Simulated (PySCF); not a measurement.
# C3H9GeN: geometry, electronic excitations

Wanted: the electronic excitations of C3H9GeN (`C=NC[CH2][GeH3]`), by calculation.

The runs use PySCF 2.14.0, with density-fitted response routines of our own; the level of theory stands in each step. All values are computed, except where a source is named. Atoms count from 0, in the outputs and in this text.

## 1. The starting structure

14 atoms, charge 0, multiplicity 1; geometry from: GFN2-xTB. The atoms were then displaced at random by about 0.01 Å, so the start is not that level's minimum.

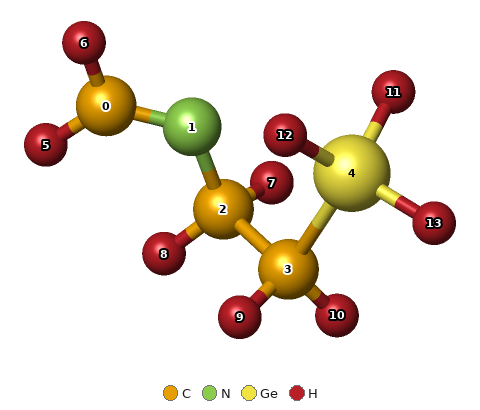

The starting geometry (carbon amber, nitrogen green, germanium yellow, hydrogen red), atoms numbered.

## 2. Relaxing the molecule at PBE0-D3(BJ)/def2-SVP

The job: settings as JSON, then the geometry in Å.

```
{"job": {"xc": "PBE0", "basis": "def2-SVP", "d3": "d3bj", "grid": 1, "shake": 0.01, "kind": "geom"}, "charge": 0, "multiplicity": 1}
C     -2.028170     0.629370    -0.257500
N     -0.941950     0.079570    -0.275420
C     -0.601740    -0.888050     0.707340
C      0.779120    -0.416440     1.294090
Ge     1.724080     0.451810    -0.192830
H     -2.841230     0.447400     0.464530
H     -2.250870     1.395700    -1.016010
H     -0.409460    -1.823570     0.178950
H     -1.362560    -1.029360     1.498880
H      0.567790     0.301650     2.104810
H      1.289270    -1.255570     1.736300
H      1.672570    -0.344570    -1.426600
H      1.229550     1.856740    -0.460600
H      3.166440     0.580250     0.196350
```

Run with:

```sh
OMP_NUM_THREADS=1 python probes_run.py task.json out
```

One launch serves the whole session: the jobs run in the order shown.

**Question.** This job is followed by: TDDFT PBE0/def2-TZVPD, vertical, gas phase, core orbitals frozen in the response. What will the session give for the following? point group; rotational constants (main isotopes); lowest singlet (PBE0/def2-TZVPD); brightest single state of those computed; lowest triplet.

As calculated:

```
                                quantity                        value
                             point group                           C1
    rotational constants (main isotopes)         7.51, 1.47, 1.31 GHz
        lowest singlet (PBE0/def2-TZVPD)  4.90 eV (253 nm), f = 0.001
brightest single state of those computed  state 6, 7.43 eV, f = 0.137
                          lowest triplet                      4.08 eV
```

The start of the PBE0/def2-SVP relaxation was shaken at random by about 0.01 Å, so part of the energy gained, and of the first lengths quoted, undoes that. Relaxing lowered the energy by 0.335 eV in 9 steps; the close pair that moved most is Ge4–H11, from 1.469 to 1.541 Å. The first singlet state (HOMO→LUMO 0.97) lies at 4.90 eV and is dark; of the 10 states computed, the strongest absorption comes from state 6 at 7.43 eV (the last state computed absorbs too, and its partners may lie past the list). The lowest triplet lies 0.81 eV below the lowest singlet (triplets in Tamm-Dancoff, singlets in full TDDFT).
